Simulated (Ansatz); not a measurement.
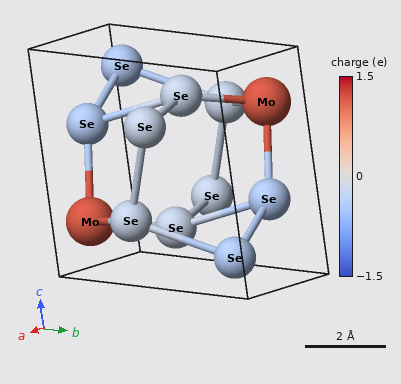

Shown here is a ball-and-stick view of the crystal, taken slightly off an axis. The simulation cell is outlined; an atom on or near a face, edge or corner is repeated at each equivalent position. The atoms of this MoSe$_{4}$ cell are coloured by their Bader charge.

Computational set-up: DFT, PAW plane waves, r2SCAN (Ansatz 0.2.0), 500 eV cutoff, k-grid 4×4×3, Fermi-Dirac smearing of 0.039 eV, no spin polarisation.

Q: Who donates electrons here and who accepts them?

A: Most positive: Mo; most negative: Se. Charges: about Mo +1.1 e; Se -0.4 to -0.2 e.

The model was built from a generated cell, made by putting these elements into a known structure type (the compound may or may not exist in this form). The atoms were relaxed in a fixed cell with DFT, PAW plane waves, r2SCAN (Ansatz 0.2.0).

At this level of theory the cell isn't at rest (compressed, at 7 GPa), so its distances can differ from those at equilibrium, the more so the softer the solid.
